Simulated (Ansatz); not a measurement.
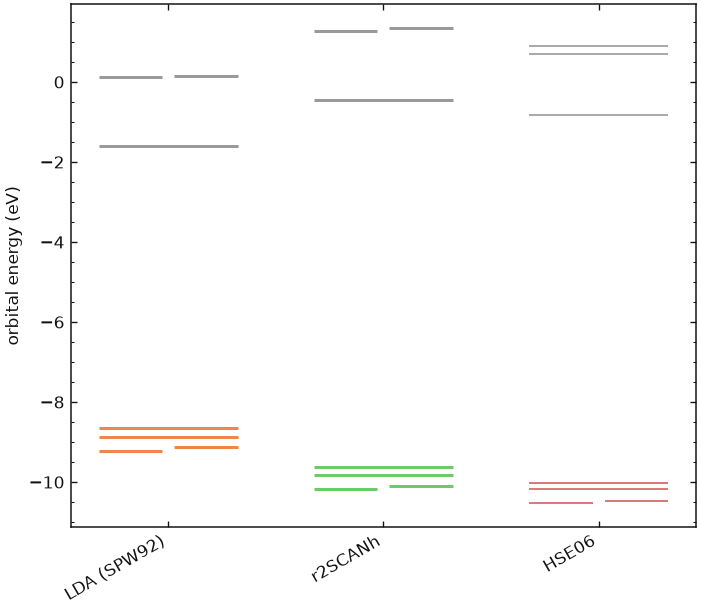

Frontier orbital energies of CH₄AlF₃O, SMILES C[OH+][Al-]([F])([F])[F], singlet at one geometry, def2-TZVPP, the Ansatz code, at a PBE0-D4/def2-TZVP geometry (a minimum by its frequencies). Empty levels are grey, levels within 0.1 eV stand side by side; all columns show the same few orbitals around the gap.

Q: Compare the HOMO-LUMO separations.

A: The separation grows from 7.05 eV (LDA (SPW92)) to 9.20 eV (HSE06).

| level | HOMO (eV) | LUMO (eV) | separation (eV) |
| --- | --- | --- | --- |
| LDA (SPW92) | −8.64 | −1.59 | 7.05 |
| r2SCANh | −9.64 | −0.46 | 9.18 |
| HSE06 | −10.02 | −0.82 | 9.20 |

Limits of at least one run: empty levels above zero depend strongly on the basis.
